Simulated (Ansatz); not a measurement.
**Al2O3: response to strain**

The reference is Al2O3 in the corundum structure (space group R-3c, No. 167).

```
Al2O3
1.0
    2.38689     1.37807     4.33822
   -2.38689     1.37807     4.33822
    0.00000    -2.75614     4.33822
Al O
4 6
Direct
  0.64792   0.64792   0.64792
  0.14792   0.14792   0.14792
  0.35208   0.35208   0.35208
  0.85208   0.85208   0.85208
  0.75000   0.44414   0.05586
  0.05586   0.75000   0.44414
  0.25000   0.55586   0.94414
  0.55586   0.94414   0.25000
  0.94414   0.25000   0.55586
  0.44414   0.05586   0.75000
```

Strains are applied to the cell and any free atomic positions relax.

Calculations: PBEsol (Ansatz, a program for electronic structure; PAW; 420 eV plane waves; no spin-orbit coupling).

Notes on the quantities. energy relative to the base: free energy F.

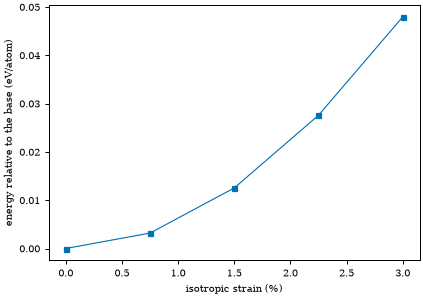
Fig. 1. Energy relative to the base against isotropic strain

| isotropic strain (%) | energy relative to the base |
|---|---|
| 0.75 | +3.2 meV/atom |
| 1.5 | +13 meV/atom |
| 2.25 | +28 meV/atom |
| 3 | +48 meV/atom |

Stability against distortions was not tested.
